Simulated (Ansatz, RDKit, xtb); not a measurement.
# Isomers of C4H7NOSi, a sample narrowed down, part 2 of 2

Which of a sample of isomers of C4H7NOSi is the most stable in the gas at 298.15 K, and what are its properties? The sample is small against all isomers, and the most stable one of this formula need not be in it.

xtb, Ansatz and PySCF; isolated molecules. Earlier steps stand in the parts before.

## 10. c660a at MP2/def2-TZVPP

Contents of input.yaml:

```yaml
basis:
  gaussian:
    orbitals: def2-TZVPP
crystal:
  periodic: [false, false, false]
  atoms:
    - {symbol: C, position_ang: [0.336629, -0.078072, -1.500594]}
    - {symbol: C, position_ang: [0.542759, -0.404869, -0.101599]}
    - {symbol: C, position_ang: [-0.124909, 0.548046, 0.945403]}
    - {symbol: C, position_ang: [-0.437933, -1.452001, 0.524338]}
    - {symbol: N, position_ang: [0.192086, 0.180876, -2.623010]}
    - {symbol: O, position_ang: [-0.817631, -0.540954, 1.556131]}
    - {symbol: Si, position_ang: [2.398171, -0.767741, 0.242619]}
    - {symbol: H, position_ang: [3.205370, 0.439667, -0.082176]}
    - {symbol: H, position_ang: [2.511412, -1.090535, 1.692382]}
    - {symbol: H, position_ang: [2.834660, -1.928309, -0.580460]}
    - {symbol: H, position_ang: [-0.804705, 1.292832, 0.493547]}
    - {symbol: H, position_ang: [0.554679, 1.062155, 1.647759]}
    - {symbol: H, position_ang: [-1.276837, -1.723810, -0.141515]}
    - {symbol: H, position_ang: [0.016648, -2.375616, 0.924016]}
correlation:
  method: mp2
  frozen_orbitals: {Si: 5, C: 1, O: 1, H: 0, "N": 1}
```

The run is started by

```bash
$ ansatz run input.yaml --threads 2 --pin off --max-ram 5220MiB --events-out events.jsonl --progress --plain --runs-dir runs
```

The log of the run:

```text
Warning: RAYON_NUM_THREADS=2 ignored (pool sized by the plan → 2); use --threads N
Functional definition: HF
  name "HF"
  exchange = exact_x
  correlation = 0
1955 factors; integrals over basis functions are off by at most 1.1e-3 eV
mean field evaluation 1: about -15610.0199 eV, gradient 4.1e1 eV
mean field evaluation 2: about -15610.4868 eV, gradient 4.1e1 eV
mean field evaluation 4: about -15615.1038 eV, gradient 7.2e0 eV
mean field evaluation 8: about -15615.2653 eV, gradient 4.8e-1 eV
mean field evaluation 16: about -15615.2662 eV, gradient 1.8e-6 eV
mean field -15615.26620914 eV, -573.8504487782 hartree, gradient 1.8e-6 eV, S^2 0.000000; 0 other end points of the search recorded, 0 dependent functions left out
11 core orbitals not correlated: weight in the atoms' cores, before any rotation towards them, 1.000 or more for the frozen orbitals, at most 0.000 for the correlated occupied ones
reference -15615.26620914 eV, -573.8504487782 hartree; 19, 19 occupied and 296, 296 virtual orbitals, 1955 factors
second order -32.41511518 eV of doubles, -0.00000000 eV of singles
Total energy: -15647.68132432 eV, -575.0416822893 hartree
```

Run time: 15 s. Hardware: 2 threads of Arm Neoverse V2, shared host; peak memory 1.1 GiB.

## 11. c857a at CCSD(T)/def2-SVP

Contents of input.yaml:

```yaml
basis:
  gaussian: {orbitals: def2-SVP}
crystal:
  periodic: [false, false, false]
  atoms:
    - symbol: C
      position_ang: [-2.071853, 0.343141, -0.695424]
    - symbol: C
      position_ang: [-0.625026, 0.126094, -0.535184]
    - symbol: C
      position_ang: [0.333659, -1.648533, -0.049199]
    - symbol: C
      position_ang: [-0.169057, -0.475816, 0.831599]
    - symbol: "N"
      position_ang: [-3.213049, 0.509526, -0.807538]
    - symbol: O
      position_ang: [-0.139602, -1.012199, -1.251135]
    - symbol: Si
      position_ang: [1.089918, 0.499722, 1.865748]
    - symbol: H
      position_ang: [-0.106677, 1.052948, -0.847251]
    - symbol: H
      position_ang: [-0.158343, -2.619884, 0.129597]
    - symbol: H
      position_ang: [1.426898, -1.805390, -0.080137]
    - symbol: H
      position_ang: [-1.025617, -0.756821, 1.462331]
    - symbol: H
      position_ang: [1.587678, -0.362466, 2.975714]
    - symbol: H
      position_ang: [0.447422, 1.721083, 2.429491]
    - symbol: H
      position_ang: [2.234136, 0.896958, 0.994540]
correlation: {method: ccsd_t, frozen_orbitals: {Si: 5, C: 1, O: 1, H: 0, "N": 1}}
```

The run is started by

```bash
$ ansatz run input.yaml --threads 2 --pin off --max-ram 5220MiB --events-out events.jsonl --progress --plain --runs-dir runs
```

The log of the run, cut to the lines that bear on the results:

```text
Warning: RAYON_NUM_THREADS=2 ignored (pool sized by the plan → 2); use --threads N
[... 2 set-up lines as earlier in the session ...]
[...]
1383 factors; integrals over basis functions are off by at most 1.2e-3 eV
[...]
mean field -15603.49809235 eV, -573.4179784631 hartree, gradient 2.7e-6 eV, S^2 0.000000; 0 other end points of the search recorded, 0 dependent functions left out
11 core orbitals not correlated: weight in the atoms' cores, before any rotation towards them, 1.000 or more for the frozen orbitals, at most 0.000 for the correlated occupied ones
reference -15603.49809235 eV, -573.4179784631 hartree; 19, 19 occupied and 107, 107 virtual orbitals, 1383 factors
second order -26.28478189 eV of doubles, -0.00000000 eV of singles
cycle   1  -26.80625851 eV  change   -5.2e-1 eV  update   1.3e-1
[...]
cycle   9  -27.83078053 eV  change   -1.4e-5 eV  update   2.6e-5
perturbative correction -0.99012380 eV, -0.0363863784 hartree
Total energy: -15632.31899669 eV, -574.4771271618 hartree
```

It took 39 s on 2 threads of Arm Neoverse V2, shared host; peak memory 1 GiB.

## 12. The ranking

Energies in kcal/mol from c660a; G adds the thermal terms to the CCSD(T)/def2-SVP + MP2/def2-TZVPP - MP2/def2-SVP energy. The columns left of the relaxed level are at the tight-binding geometries.

```tsv
label	SMILES	spin	GFN2-xTB	HF/STO-3G	r2SCAN-D4/def2-SVP	B3LYP/def2-SVP	HF/def2-SVP	MP2/def2-SVP	CCSD(T)/def2-SVP + MP2/def2-TZVPP - MP2/def2-SVP	G	share at equilibrium	T1
c660a	N#CC1([SiH3])COC1	singlet	0.0	0.0	0.0	0.0	0.0	0.0	0.0	0.0	91.6 %	0.012
c857a	N#C[C@@H]1OC[C@H]1[SiH3]	singlet	3.7	0.2	1.8	0.8	1.2	2.2	2.0	1.9	3.5 %	0.012
c007b	N#C[C@@H]1OC[C@@H]1[SiH3]	singlet	4.2	0.6	1.9	1.3	1.9	2.4	2.3	2.3	1.9 %	0.012
c023a	N#C[C@@]1([SiH3])CCO1	singlet	0.4	0.5	1.8	1.2	3.0	2.3	2.5	2.4	1.6 %	0.012
c372a	N#C[C@@H]1CO[C@H]1[SiH3]	singlet	1.6	1.4	2.9	1.2	2.2	3.4	2.9	2.7	1.0 %	0.012
c429a	N#C[C@@H]1CO[C@@H]1[SiH3]	singlet	2.0	2.1	2.8	1.9	3.1	3.9	3.3	3.3	0.4 %	0.012
```

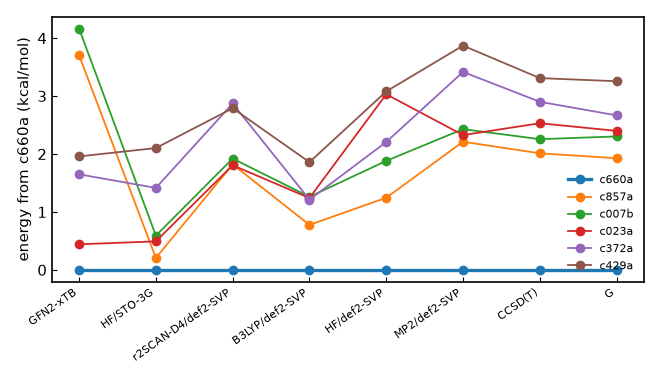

The finalists at each level, measured from c660a.

Lowest found: c660a, `N#CC1([SiH3])COC1`, a singlet. Bond lengths: C1–C2 1.451 Å, C2–C3 1.565 Å, C2–C4 1.565 Å, C1–N5 1.161 Å, C3–O6 1.428 Å, C4–O6 1.428 Å, C2–Si7 1.922 Å, Si7–H8 1.488 Å, Si7–H9 1.490 Å, Si7–H10 1.488 Å, C3–H11 1.105 Å, C3–H12 1.104 Å, C4–H13 1.105 Å, C4–H14 1.104 Å. Some angles: C1–C2–C3 116.6°, C1–C2–C4 116.6°, C1–C2–Si7 110.6°, C3–C2–C4 82.7°, C3–C2–Si7 114.0°, C4–C2–Si7 114.0°, C2–C1–N5 179.0°, C2–C3–O6 91.6°, C2–C4–O6 91.6°, C3–O6–C4 92.8°.

```xyz
14

C     0.3366   -0.0781   -1.5006
C     0.5428   -0.4049   -0.1016
C    -0.1249    0.5480    0.9454
C    -0.4379   -1.4520    0.5243
N     0.1921    0.1809   -2.6230
O    -0.8176   -0.5410    1.5561
Si    2.3982   -0.7677    0.2426
H     3.2054    0.4397   -0.0822
H     2.5114   -1.0905    1.6924
H     2.8347   -1.9283   -0.5805
H    -0.8047    1.2928    0.4935
H     0.5547    1.0622    1.6478
H    -1.2768   -1.7238   -0.1415
H     0.0166   -2.3756    0.9240
```

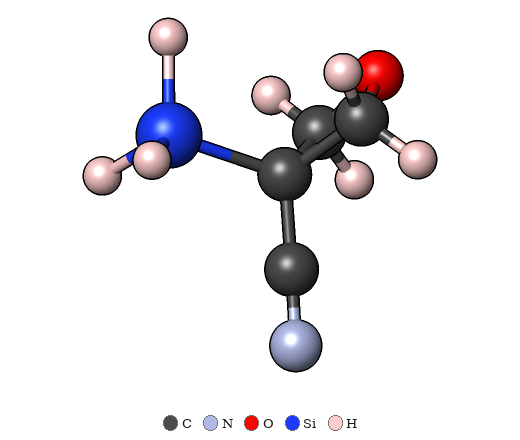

The lowest structure found, seen from a chosen angle (carbon dark grey, nitrogen light blue, oxygen red, silicon blue, hydrogen pink).

## 13. What came out

The summary covers parts 1 to 2.

| quantity | value |
| --- | --- |
| lowest structure found | N#CC1([SiH3])COC1, singlet |
| next finalist | N#C[C@@H]1OC[C@H]1[SiH3], singlet, 1.9 kcal/mol higher in G |
| share at equilibrium, among the finalists | 91.6 % |
| funnel | 9 starts, 8 minima at GFN2-xTB, 11 screening runs, 6 relaxed, 6 ranked |
| CPU time of all runs | 20 min |

What this shows: The lowest structure found is `N#CC1([SiH3])COC1`. The margin, 1.9 kcal/mol, is modest. GFN2-xTB, HF/STO-3G, r2SCAN-D4/def2-SVP, B3LYP/def2-SVP, HF/def2-SVP and MP2/def2-SVP already put its bonding pattern lowest among the structures in one piece. The largest share of the time went into the final energies (53 %). The search is not exhaustive (a finite list of starts, one conformer a finalist), so a lower isomer can't be ruled out. Only 8 drawn patterns were tried, so whole families of isomers are missing, and the result ranks this sample alone.
